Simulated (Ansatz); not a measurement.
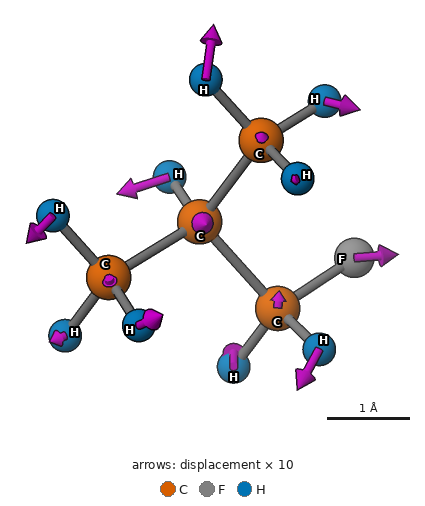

This is a relaxation of C₄H₉F (coarse preliminary run). The starting structure is drawn; purple arrows show the displacements, magnified 10 times. The two geometries are superimposed by the best rigid fit.

The picture is a ball-and-stick view, seen at a tilt.

The start comes from a force field.

The calculation used RKS PBE-D4/def2-SVP in Ansatz. Set-up: force threshold 0.03 eV/Å; at most 200 steps.

Describe the change and its energy.

After 4 geometry steps the energy has fallen by 5.74 kcal/mol. Largest force component: 2.7 eV/Å at the start, 0.0054 eV/Å at the end. The atom that moves furthest after the best rigid fit is an H atom (0.075 Å). By element the largest moves are H 0.075 Å, F 0.058 Å, C 0.042 Å. Near-neighbour distances that change, for instance: C–F 1.351 → 1.390 Å, C–H 1.078 → 1.116 Å, C–C 1.554 → 1.532 Å, C–C 1.535 → 1.526 Å. Among the angles between lasting bonds that change: C–C–H 113.2° → 108.5°, C–C–H 108.3° → 112.0°, H–C–H 111.1° → 107.6°.
